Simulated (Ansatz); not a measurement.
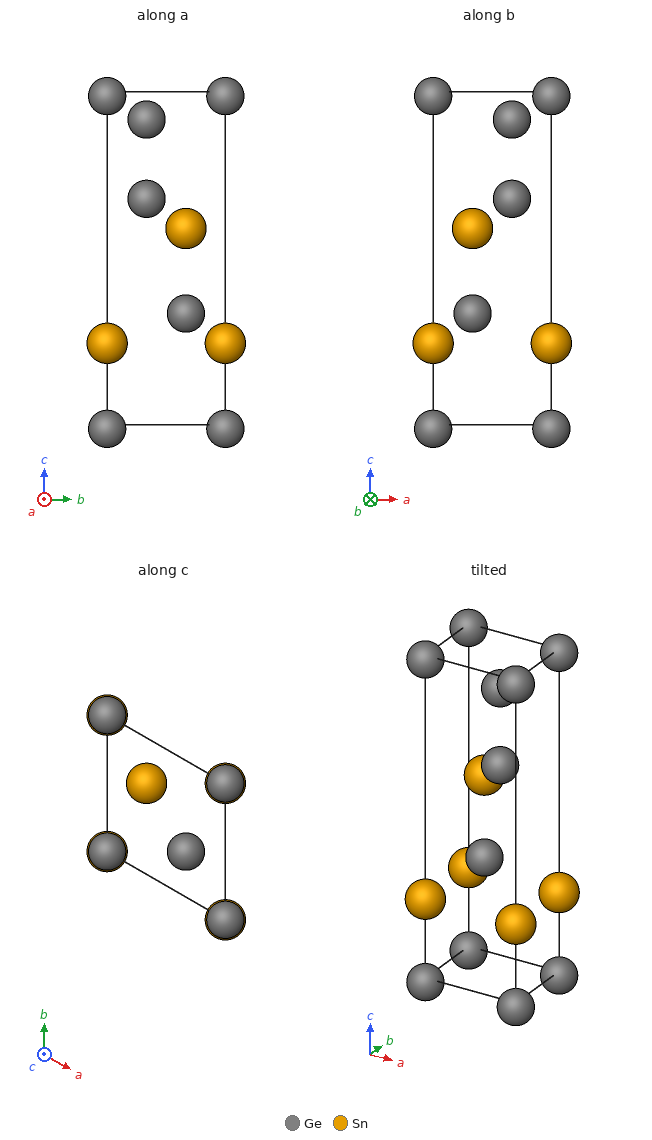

We look at a spheres-only model of the crystal along the a axis, along the b axis, along the c axis and slightly off an axis. Thin lines show the conventional unit cell, with boundary atoms drawn in all their periodic places.

Lattice parameters: a = 4.3025 Å, b = 4.3025 Å, c = 10.4886 Å, α = 90.000°, β = 90.000°, γ = 120.000°.

### Express the structure as a CIF with its space group and independent sites, with free fractional coordinates to two decimals.

```cif
data_structure
_symmetry_space_group_name_H-M 'P 3 m 1'
_symmetry_Int_Tables_number 156
_cell_length_a 4.3025
_cell_length_b 4.3025
_cell_length_c 10.4886
_cell_angle_alpha 90.000
_cell_angle_beta 90.000
_cell_angle_gamma 120.000
_cell_volume 168.15
loop_
_atom_site_label
_atom_site_type_symbol
_atom_site_symmetry_multiplicity
_atom_site_Wyckoff_symbol
_atom_site_fract_x
_atom_site_fract_y
_atom_site_fract_z
_atom_site_occupancy
Ge1 Ge 1 a 0.00 0.00 0.99 1
Ge2 Ge 1 c 0.6667 0.3333 0.68 1
Ge3 Ge 1 b 0.3333 0.6667 0.33 1
Ge4 Ge 1 c 0.6667 0.3333 0.92 1
Sn1 Sn 1 b 0.3333 0.6667 0.59 1
Sn2 Sn 1 a 0.00 0.00 0.24 1
```

The cell started as a structure type filled with these elements by a generator (whether the compound takes this form wasn't checked). A relaxation with DFT, PBE, plane waves, PAW (Ansatz) gave the geometry drawn.
